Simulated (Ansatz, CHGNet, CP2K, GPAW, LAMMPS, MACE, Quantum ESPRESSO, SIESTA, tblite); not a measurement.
## Quantum ESPRESSO on amorphous polyacrylonitrile (as short chains C14N4H18) at 360 K (108 atoms): settings compared

How far do other settings of Quantum ESPRESSO move the forces in amorphous polyacrylonitrile (as short chains C14N4H18) at 360 K (108 atoms)? One run of the same program serves as the yardstick.

Method: the method is named at each step, in Quantum ESPRESSO 7.5.

## (1) The structure

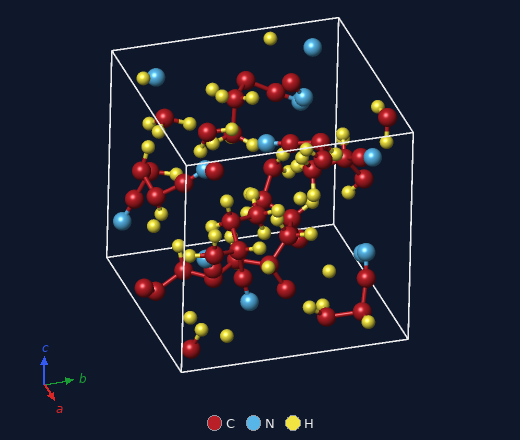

The cell as given, slightly off an axis (carbon red, nitrogen blue, hydrogen yellow). Bonds to atoms that aren't drawn are left out. Some periodic images of atoms are drawn too.

The cell holds 108 atoms: 42 C, 12 N and 54 H. Its edges and angles: a = 10.346 Å, b = 10.346 Å, c = 10.346 Å, α = 90.0°, β = 90.0°, γ = 90.0°. 3 polyacrylonitrile chains of 4 units with methyl end groups placed at random, at 1.09 g/cm³; overlaps pushed apart, then 20 ps at 800 K with MMFF94 bonds, angles, torsions, charges and radii (Halgren, J. Comput. Chem. 17, 490 (1996)) in harmonic and 12-6 forms. Snapshot after 30 ps at 360 K and fixed volume.

The yardstick, on the same geometry:

```
method                                           : Kohn-Sham DFT, PBE, SSSP efficiency 1.3.0 pseudopotentials, plane waves (Quantum ESPRESSO 7.5); sssp-pbe-1.3.0-efficiency, cutoffs 60/480 Ry, Γ point
r.m.s. force component                           : 1.208 eV/Å
longest force                                    : 5.409 eV/Å
pressure                                         : 3.22 GPa
gap (highest filled to lowest empty level) : 5.888 eV
time                                             : 1.8 min on 2 MPI ranks of Arm Neoverse V2, shared host
CPU time                                         : 3.6 min
```

## (2) PBE, gbrv-1.5, 40/200 Ry

Method: Kohn-Sham DFT, PBE, GBRV 1.5 ultrasoft pseudopotentials, plane waves.

File pw.in:

```
&control
  calculation = 'scf'
  pseudo_dir = './pseudo'
  outdir = './tmp'
  disk_io = 'none'
  tprnfor = .true.
  tstress = .true.
/
&system
  ibrav = 0
  nat = 108
  ntyp = 3
  ecutwfc = 40
  ecutrho = 200
  nosym = .true.
  occupations = 'smearing'
  smearing = 'fd'
  degauss = 0.003675
/
&electrons
  conv_thr = 5.4e-07
  electron_maxstep = 100
  mixing_beta = 0.4
  mixing_mode = 'plain'
  diagonalization = 'david'
/
ATOMIC_SPECIES
C 12.011 C.upf
N 14.007 N.upf
H 1.008 H.upf
CELL_PARAMETERS angstrom
10.34621 0.00000 0.00000
0.00000 10.34621 0.00000
0.00000 0.00000 10.34621
ATOMIC_POSITIONS crystal
C 0.07060 0.70091 0.35933
C 0.16266 0.62867 0.26624
C 0.26048 0.72437 0.21704
C 0.21981 0.77282 0.08786
N 0.19147 0.82295 0.99055
C 0.39845 0.66595 0.21973
C 0.44576 0.56826 0.12032
C 0.46304 0.63946 0.00043
N 0.44865 0.70140 0.91164
C 0.34655 0.45528 0.10850
C 0.41904 0.33119 0.07886
C 0.51480 0.29506 0.18332
N 0.56874 0.24359 0.26987
C 0.31649 0.23395 0.07509
C 0.33694 0.10508 0.00700
C 0.42463 0.02356 0.08391
N 0.49676 0.96207 0.14200
C 0.39331 0.10632 0.87539
H 0.11640 0.72849 0.44654
H 0.98818 0.64727 0.37847
H 0.02938 0.78661 0.30469
H 0.20108 0.55876 0.32880
H 0.11738 0.57585 0.18664
H 0.26025 0.81430 0.28255
H 0.39749 0.61433 0.30630
H 0.46284 0.74253 0.25108
H 0.52872 0.53520 0.15971
H 0.29087 0.44844 0.19067
H 0.27579 0.48210 0.04944
H 0.46884 0.33262 0.98681
H 0.23027 0.27498 0.01918
H 0.27835 0.22210 0.17475
H 0.24755 0.05779 0.99483
H 0.41571 0.21017 0.84376
H 0.48191 0.05094 0.86747
H 0.31375 0.06611 0.81126
C 0.16763 0.48728 0.61394
C 0.13483 0.50521 0.76172
C 0.01849 0.59049 0.77151
C 0.04755 0.71410 0.71032
N 0.07538 0.81516 0.66557
C 0.96962 0.61416 0.91252
C 0.82805 0.65126 0.91266
C 0.74225 0.54695 0.87583
N 0.67420 0.46406 0.85243
C 0.80015 0.70554 0.04383
C 0.86510 0.84036 0.08343
C 0.80744 0.87406 0.20790
N 0.76474 0.88545 0.30848
C 0.82432 0.94529 0.98433
C 0.85387 0.09046 0.01656
C 0.96835 0.13651 0.93432
N 0.05531 0.17922 0.87345
C 0.74126 0.17799 0.98926
H 0.24336 0.55204 0.59036
H 0.20448 0.38731 0.60313
[... 48 atom lines left out ...]
H 0.37145 0.90411 0.65748
H 0.35809 0.71086 0.52784
H 0.52300 0.73035 0.47477
H 0.48817 0.68599 0.64375
K_POINTS gamma
```

Run with:

```bash
> OMP_NUM_THREADS=1 mpirun -np 2 pw.x -in pw.in > output.txt
```

Output:

```text
Program PWSCF
     gamma-point specific algorithms are used
     Parallelization info
     sticks:   dense  smooth     PW     G-vecs:    dense   smooth      PW
     Min        3038    2436    604               178318   127723   15959
     Max        3039    2437    605               178319   127724   15960
     Sum        6077    4873   1209               356637   255447   31919
     bravais-lattice index     =            0
     lattice parameter (alat)  =      19.5515  a.u.
     unit-cell volume          =    7473.7827 (a.u.)^3
     number of atoms/cell      =          108
     number of atomic types    =            3
     number of electrons       =       282.00
     number of Kohn-Sham states=          169
     kinetic-energy cutoff     =      40.0000  Ry
     charge density cutoff     =     200.0000  Ry
     scf convergence threshold =      5.4E-07
     mixing beta               =       0.4000
     number of iterations used =            8  plain     mixing
     Exchange-correlation=  SLA  PW   PBX  PBC
                           (   1   4   3   4   0   0   0)
     crystal axes: (cart. coord. in units of alat)
               a(1) = (   1.000000   0.000000   0.000000 )
               a(2) = (   0.000000   1.000000   0.000000 )
               a(3) = (   0.000000   0.000000   1.000000 )
     reciprocal axes: (cart. coord. in units 2 pi/alat)
               b(1) = (  1.000000  0.000000  0.000000 )
               b(2) = (  0.000000  1.000000  0.000000 )
               b(3) = (  0.000000  0.000000  1.000000 )
     PseudoPot. # 1 for C :
     Pseudo is Ultrasoft + core correction, Zval =  4.0
     PseudoPot. # 2 for N :
     Pseudo is Ultrasoft + core correction, Zval =  5.0
     PseudoPot. # 3 for H :
     Pseudo is Ultrasoft, Zval =  1.0
     atomic species   valence    mass     pseudopotential
     C                 4.00    12.01100     C ( 1.00)
     N                 5.00    14.00700     N ( 1.00)
     H                 1.00     1.00800     H ( 1.00)
     No symmetry found
   Cartesian axes
     number of k points=     1  Fermi-Dirac smearing, width (Ry)=  0.0037
                       cart. coord. in units 2pi/alat
        k(    1) = (   0.0000000   0.0000000   0.0000000), wk =   2.0000000
     Dense  grid:   178319 G-vectors     FFT dimensions: (  90,  90,  90)
     Smooth grid:   127724 G-vectors     FFT dimensions: (  80,  80,  80)
     Initial potential from superposition of free atoms
     starting charge     281.9977, renormalised to     282.0000
     Starting wfcs are  270 randomized atomic wfcs
     Self-consistent Calculation
     iteration #  1     ecut=    40.00 Ry     beta= 0.40
     total energy              =    -785.96864741 Ry
     estimated scf accuracy    <      11.67100141 Ry
     iteration #  2     ecut=    40.00 Ry     beta= 0.40
     total energy              =    -786.57456283 Ry
     estimated scf accuracy    <       1.86150936 Ry
     iteration #  3     ecut=    40.00 Ry     beta= 0.40
     total energy              =    -786.68690207 Ry
     estimated scf accuracy    <       0.63710778 Ry
     iteration #  4     ecut=    40.00 Ry     beta= 0.40
     total energy              =    -786.73787454 Ry
     estimated scf accuracy    <       0.09538314 Ry
     iteration #  5     ecut=    40.00 Ry     beta= 0.40
     total energy              =    -786.74722761 Ry
     estimated scf accuracy    <       0.00837788 Ry
     iteration #  6     ecut=    40.00 Ry     beta= 0.40
     total energy              =    -786.74820749 Ry
     estimated scf accuracy    <       0.00195181 Ry
     iteration #  7     ecut=    40.00 Ry     beta= 0.40
     total energy              =    -786.74849709 Ry
     estimated scf accuracy    <       0.00034147 Ry
     iteration #  8     ecut=    40.00 Ry     beta= 0.40
     total energy              =    -786.74854396 Ry
     estimated scf accuracy    <       0.00003791 Ry
     iteration #  9     ecut=    40.00 Ry     beta= 0.40
     total energy              =    -786.74854990 Ry
     estimated scf accuracy    <       0.00001352 Ry
     iteration # 10     ecut=    40.00 Ry     beta= 0.40
     total energy              =    -786.74855143 Ry
     estimated scf accuracy    <       0.00000129 Ry
     iteration # 11     ecut=    40.00 Ry     beta= 0.40
     End of self-consistent calculation
          k = 0.0000 0.0000 0.0000 ( 15960 PWs)   bands (ev):
   -17.6732 -17.5704 -17.5354 -17.3739 -17.3480 -17.2457 -17.2062 -17.2031
   -17.1809 -17.0381 -16.8932 -16.6790 -16.3902 -16.1495 -16.1303 -15.7972
   -15.4959 -15.3770 -15.0054 -14.8673 -14.8523 -14.2491 -14.0317 -13.9035
   -12.8970 -12.7994 -12.6434 -11.9608 -11.5986 -11.5447 -11.2508 -11.1040
   -10.9208 -10.6716 -10.5356 -10.3725 -10.1809 -10.0683 -10.0274  -9.9274
    -9.8741  -9.5150  -8.3467  -8.2955  -8.1162  -7.9660  -7.9278  -7.7413
    -7.5884  -7.4882  -7.4186  -7.2971  -7.1570  -7.0668  -6.8855  -6.5615
    -6.4341  -6.3129  -6.2789  -6.1705  -6.0422  -5.9247  -5.8953  -5.7187
    -5.6209  -5.4714  -5.3628  -5.2685  -5.2269  -5.1657  -5.0414  -4.9522
    -4.9293  -4.8318  -4.7667  -4.7515  -4.7140  -4.5949  -4.5609  -4.4398
    -4.3859  -4.3778  -4.3004  -4.1738  -4.1192  -3.9774  -3.9337  -3.8912
    -3.8430  -3.7708  -3.7246  -3.6830  -3.6284  -3.5682  -3.5305  -3.5099
[...]
-2.3956  -2.3681  -2.3442  -2.2757  -2.2021  -2.1445  -2.1410  -2.0784
    -2.0517  -1.9909  -1.9475  -1.9094  -1.8147   4.0795   4.1839   4.2250
     4.3654   4.4514   4.5103   4.5449   4.5893   4.6265   4.7068   4.7967
     4.8082   4.8433   4.8725   4.9846   5.0658   5.1532   5.1980   5.2883
     5.3000   5.3447   5.3860   5.5037   5.5544   5.6715   5.7405   5.8062
     5.9127
     the Fermi energy is     0.2662 ev
!    total energy              =    -786.74855165 Ry
     estimated scf accuracy    <       0.00000041 Ry
     smearing contrib. (-TS)   =       0.00000000 Ry
     internal energy E=F+TS    =    -786.74855165 Ry
     The total energy is F=E-TS. E is the sum of the following terms:
     one-electron contribution =    -704.62663671 Ry
     hartree contribution      =     438.61274400 Ry
     xc contribution           =    -254.21014888 Ry
     ewald contribution        =    -266.52451006 Ry
     convergence has been achieved in  11 iterations
     Forces acting on atoms (cartesian axes, Ry/au):
     atom    1 type  1   force =    -0.00486864    0.05200828   -0.13873161
     atom    2 type  1   force =    -0.07181324    0.05207551    0.02735594
     atom    3 type  1   force =     0.02864116    0.02792232   -0.03382577
     atom    4 type  1   force =     0.01966089    0.02354151    0.01998288
     atom    5 type  2   force =    -0.00247028   -0.01591824    0.01425978
     atom    6 type  1   force =    -0.01882844    0.05164076    0.00786384
     atom    7 type  1   force =    -0.14565366    0.08160820   -0.03591753
     atom    8 type  1   force =     0.00596337   -0.11152266    0.12867157
     atom    9 type  2   force =    -0.00349105    0.09966746   -0.15502905
     atom   10 type  1   force =     0.22401034    0.01837009    0.03306712
     atom   11 type  1   force =     0.02640818    0.01335925    0.03248951
     atom   12 type  1   force =    -0.01386110   -0.02688662    0.02510674
[...]
atom  104 type  3   force =    -0.01268380   -0.02271772   -0.01652673
     atom  105 type  3   force =     0.01914885    0.00360018   -0.00328092
     atom  106 type  3   force =     0.00666436    0.00636086    0.00423244
     atom  107 type  3   force =    -0.01213483   -0.00723531    0.02307135
     atom  108 type  3   force =    -0.01404691    0.01832262   -0.03069398
     Total force =     0.891560     Total SCF correction =     0.001132
     Computing stress (Cartesian axis) and pressure
          total   stress  (Ry/bohr**3)                   (kbar)     P=       37.39
   0.00034048  -0.00003985   0.00001182           50.09       -5.86        1.74
  -0.00003985   0.00021343   0.00000438           -5.86       31.40        0.64
   0.00001182   0.00000438   0.00020851            1.74        0.64       30.67
     Message from routine punch:
     Nothing written, as per user request (disk_io='none')
```

Wall time 42 s (2 MPI ranks of Arm Neoverse V2, shared host); peak memory 0.76 GiB; 85 s of CPU time.

Banners, paths, timers and routine set-up lines are dropped from the logs unmarked, and long logs keep their key lines alone; longer cuts are marked.

Against the reference:

```yaml
r_m_s_force_component: 1.274 eV/Å
r_m_s_difference_of_force_components: 135.7 meV/Å
longest_difference_of_force_vectors: 502.7 meV/Å
force_difference_over_r_m_s_force: 11.23 %
slope_of_forces_against_the_reference_s: 1.049
correlation_of_force_components: 0.9954
spacing_of_highest_filled_and_lowest_empty_level: 5.894 eV
gap_difference: 0.0066 eV
pressure: 3.739 GPa
pressure_difference: 0.5187 GPa
```

Length of the force difference by element (eV/Å):

| element | atoms | mean | most |
| --- | --- | --- | --- |
| C | 42 | 0.25 | 0.50 |
| H | 54 | 0.15 | 0.36 |
| N | 12 | 0.32 | 0.43 |

Levels nearest the highest filled one (eV from it): -0.55, -0.53, -0.46, -0.39, -0.33, -0.33, -0.26, -0.24, -0.18, -0.13, -0.09, 0.00, 5.89, 6.00, 6.04, 6.18, 6.27, 6.33, 6.36, 6.40, 6.44, 6.52, 6.61, 6.62.

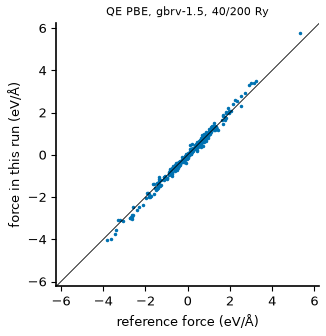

Force components against those of the reference; the line marks equality.

A closer look about N13, one of the 12 N atoms: 9 atoms, nearest first, numbered in the order of the input, with positions taken from that point.

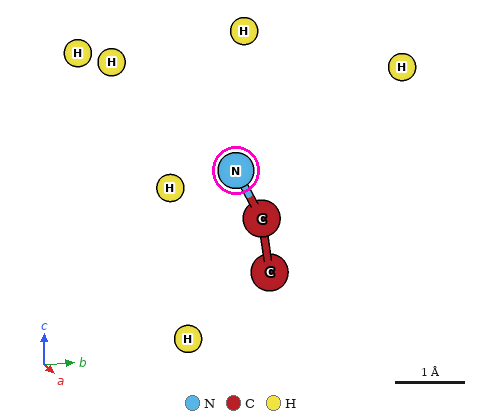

The atoms of the table, within 3.2 Å (arrows a, b, c point along x, y, z); some may hide others; the central atom is ringed.

```csv
atom,x,y,z,distance (Å),bonds,Fx,Fy,Fz (eV/Å)
N13,0.00,0.00,0.00,0.00,1,-0.55,1.15,-1.16
C12,-0.56,0.53,-0.90,1.18,2,-0.36,-0.69,0.65
H71,0.97,-0.97,-2.25,2.63,1,-0.22,-0.01,0.18
C11,-1.55,0.91,-1.98,2.67,4,0.68,0.34,0.84
H102,-2.36,-1.28,1.14,2.91,1,-0.07,1.12,-2.94
H94,1.53,-0.27,2.50,2.94,1,-0.50,-1.19,-0.04
H104,-0.30,-2.32,1.85,2.98,1,-0.33,-0.58,-0.42
H32,-3.00,-0.22,-0.98,3.17,1,0.00,-0.34,-0.33
H91,1.53,2.12,1.81,3.18,1,0.20,-0.56,-0.35
```

Forces lie 11 % from the reference's, at 0.39 times its CPU time.

## (3) Results

| Property | Result |
| --- | --- |
| force difference from the reference | QE PBE, gbrv-1.5, 40/200 Ry, 11 % |
| its CPU time | 85 s |

In words: PBE on plane waves or a grid with other potentials, cutoffs or grids differs from the reference by 11 % (QE PBE, gbrv-1.5, 40/200 Ry) of the r.m.s. force; potentials, valence shells or grid differ, and the table alone doesn't part them. One electronic-structure run takes under half the reference's CPU time: QE PBE, gbrv-1.5, 40/200 Ry, at 11 % in 85 s against 3.6 min. PBE gaps agree with the reference's 5.89 eV within 0.007 eV. The reference's pressure holds the uncorrected Pulay stress of its 60 Ry basis, so small pressure differences, and their order, may be the reference's own error. The network of contacts between molecules at the start is that of the classical potential that made the cell, and needn't be the one that DFT or experiment would give. The reference's PBE has no dispersion term, which matters for the binding between molecules or layers. The density was typed from a rule of thumb and may lie off the real one at this temperature. The electronic-structure runs sample only Γ, in a cell whose shortest periodic width is 10 Å.

[Also dropped from logs without a mark: logging warnings of Python, and SIESTA's first energy breakdown and zero terms.]

[Logs are printed without paths, hosts, clocks, repeated set-up lines and the standing remarks that a program may print on its own settings, such as how far it seeks lower states.]

[Hosts, paths, dates, database ids (printed as entryN), source tags and the programs' standing remarks are cut or masked in the printed files.]

[The MMFF94 radii named for the starting cell were scaled by 0.96; in molecules described by MMFF94, hydrogen bound to N, O or S took a small fixed 12-6 site in their place.]
